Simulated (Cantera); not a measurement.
Charge: 1 mol TiC, 0.012 mol H₂, at 2300 °C.

Equilibrium computed with Cantera from the NASA thermochemical tables; the gas is ideal and each condensed phase is pure. Candidate condensed phases: C, C₆H₆, C₇H₈, C₈H₁₈, Ti, TiC; 77 gas species. TiC: taken at fixed stoichiometry. Equilibrium is a limit: real reactors are often held back by kinetics, nucleation or transport.

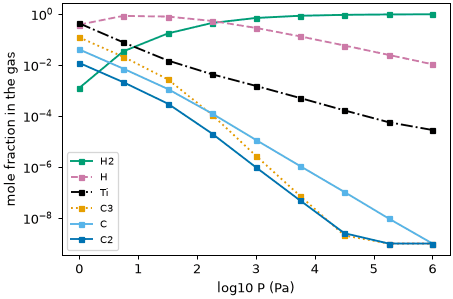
Figure. Equilibrium gas composition (values under 1e-9 drawn at 1e-9)

Q: Read off the mole fractions at 0.320 bar.

A: H₂ about 0.94, H about 0.059, Ti about 0.00017, C about 1.1e-7.
